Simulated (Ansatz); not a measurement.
```cif
data_structure
_symmetry_space_group_name_H-M 'P 1'
_symmetry_Int_Tables_number 1
_cell_length_a 9.1083
_cell_length_b 9.1083
_cell_length_c 9.1083
_cell_angle_alpha 90.000
_cell_angle_beta 90.000
_cell_angle_gamma 90.000
_cell_volume 755.63
loop_
_atom_site_label
_atom_site_type_symbol
_atom_site_fract_x
_atom_site_fract_y
_atom_site_fract_z
_atom_site_occupancy
Ca1 Ca 0.20844 0.50000 0.50000 1
Ca2 Ca 0.50000 0.20844 0.50000 1
Ca3 Ca 0.79156 0.50000 0.50000 1
Ca4 Ca 0.50000 0.79156 0.50000 1
Ca5 Ca 0.50000 0.50000 0.20844 1
Ca6 Ca 0.50000 0.50000 0.79156 1
Sc1 Sc 0.00000 0.00000 0.00000 1
```

Space group Pm-3m; a structure generated by program, which may or may not match a known phase; spin-polarised.

Level of theory: DFT PBE, scalar-relativistic, plane waves, PAW in Ansatz.

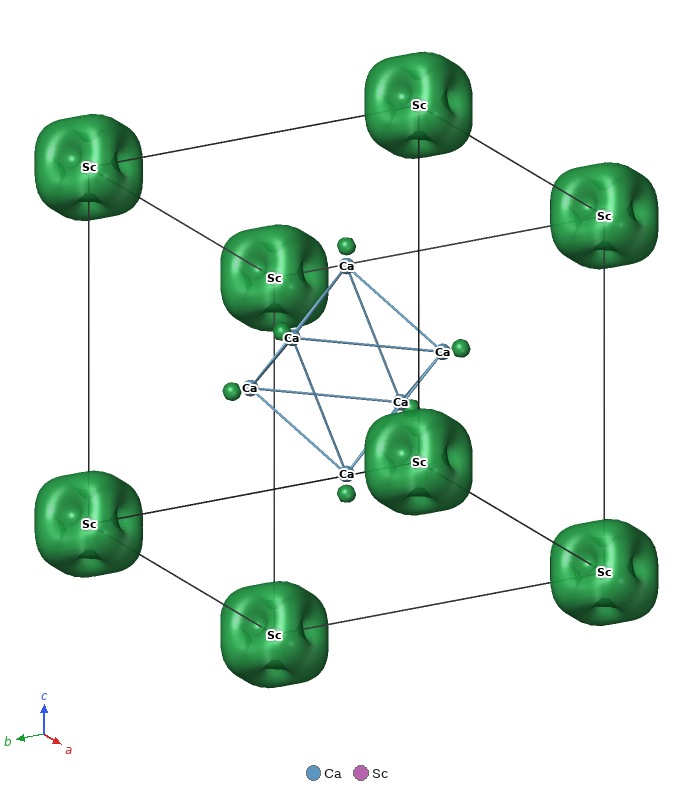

Ca₆Sc. Isosurface of the spin density at +0.03 e/Å³ (green), seen at an oblique angle. Sticks mark near contacts.

In a PAW calculation such maps are meaningful between the atoms, not at the nuclei.

Question: Describe the spin distribution.

Answer: The spin density sits on Sc: +1.3 μB in one cell of 7 atoms, with smaller moments on other sites: Ca (up to +0.08 μB): parallel main moments, as they must be, since the calculation's own cell holds one magnetic site. The cell of the calculation (7 atoms) carries 2.5 μB of net spin moment.
